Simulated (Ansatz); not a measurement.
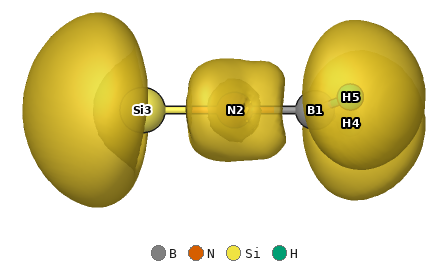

Figure 1: BH2NSi (SMILES BN=[Si]). Isosurface of the ELF at 0.75 (yellow), seen from one side. Only the valence region is drawn (cores and ρ < 0.01 e/Å³ removed).

Geometry: PBE-D3(BJ)/def2-SVP.

Theory: isolated molecule in a Gaussian basis; Kohn-Sham density functional theory, functional PBE0 in Ansatz 0.2.0.

```xyz
5

B     0.8485   -1.6954   -3.7327
N    -0.1040   -0.8596   -3.1306
Si   -1.1915    0.0947   -2.4430
H     0.5575   -2.8448   -4.0312
H     1.9750   -1.2789   -3.9623
```

> Where are the electrons localised?

At this value the surface marks out two regions around hydrogen nuclei, one region on N in which the atom's valence shell and bonds are merged and one lobe on Si, pointing away from the bonds (lone pairs).

Values along the shortest contacts:
B–N (1.40 Å): the ELF peaks at about 0.90 between the atoms, as expected for a polar covalent bond. Si–N (1.60 Å): the ELF peaks at about 0.85 between the atoms: a polar covalent bond.
